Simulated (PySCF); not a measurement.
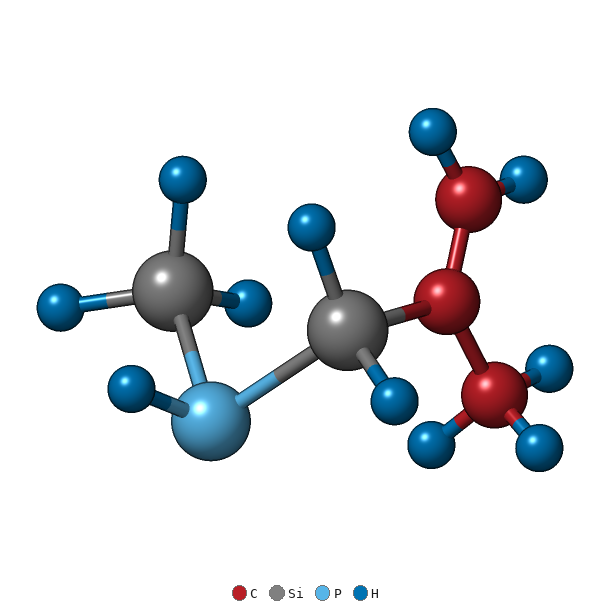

Source: calculation with PySCF.

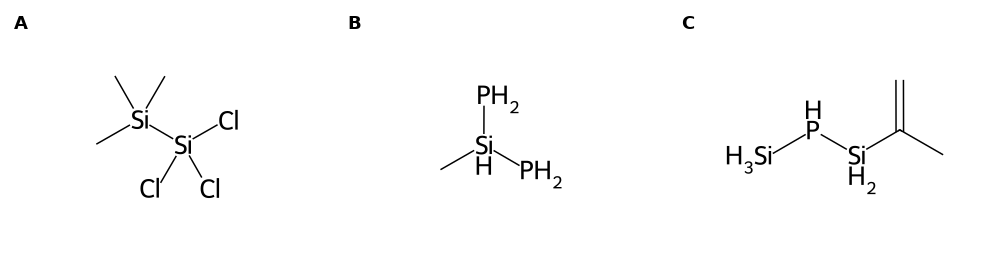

Which structural formula matches the 3D model?

C, `C=C(C)[SiH2]P[SiH3]`.
